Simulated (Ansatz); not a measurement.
## A ladder of methods for CH5P (SMILES C=[PH3])

CH5P has 7 atoms, charge 0, and is taken as a singlet. SMILES: `C=[PH3]`. The coordinates come from a GFN2-xTB relaxation.

```xyz
7

C    -0.2817   -1.0503    0.3483
P     0.1491    0.5299   -0.0774
H     0.4219   -1.7700   -0.0654
H    -1.3020   -1.2690    0.0398
H     0.2974    1.2962   -1.2712
H    -0.6714    1.4276    0.5752
H     1.3867    0.8357    0.4507
```

Each level gives the energy change with the C1–H3 bond stretched from 1.088 to 2.176 Å (eV). The values are calculated.

```
                      level                    kind  program  value (eV)  less FCI/STO-3G
     HF/STO-3G (restricted)            Hartree–Fock   Ansatz        7.20            +2.62
  SVWN5/STO-3G (restricted)                     LDA   Ansatz        5.46            +0.88
 revPBE/STO-3G (restricted)                     GGA   Ansatz        5.07            +0.49
 r2SCAN/STO-3G (restricted)                meta-GGA   Ansatz        5.49            +0.91
   PBE0/STO-3G (restricted)           global hybrid   Ansatz        5.81            +1.23
r2SCAN0/STO-3G (restricted)         hybrid meta-GGA   Ansatz        6.00            +1.42
wB97M-V/STO-3G (restricted)  range-separated hybrid   Ansatz        5.92            +1.34
    MP2/STO-3G (restricted)     perturbation theory   Ansatz        5.69            +1.11
   CCSD/STO-3G (restricted)   coupled cluster or CI   Ansatz        4.69            +0.11
                 FCI/STO-3G      exact in the basis   Ansatz        4.58             0.00
```

FCI/STO-3G is exact within its basis and frozen core, so for wave-function methods in that basis the difference is their error; functionals converge differently with the basis, so for them it is only a difference. A spin-restricted reference rises too steeply as a bond breaks; here HF/STO-3G, SVWN5/STO-3G, revPBE/STO-3G, r2SCAN/STO-3G, PBE0/STO-3G, r2SCAN0/STO-3G, wB97M-V/STO-3G, MP2/STO-3G lie well above the multireference or unrestricted value. The first shape isn't each level's own minimum. The values span 4.58 to 7.20 eV. All rows use very small basis sets, so none should be taken for the real molecule's value.

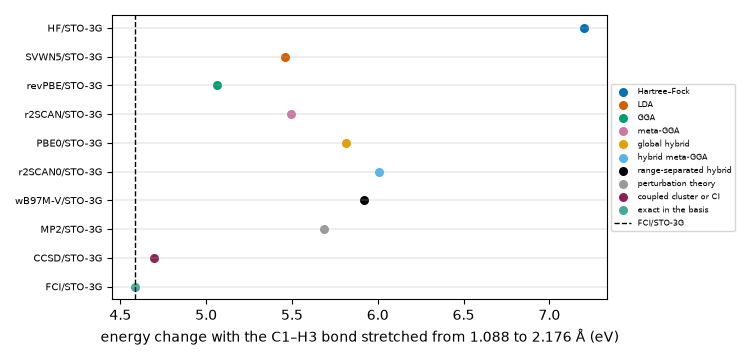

The values of the table, level by level.
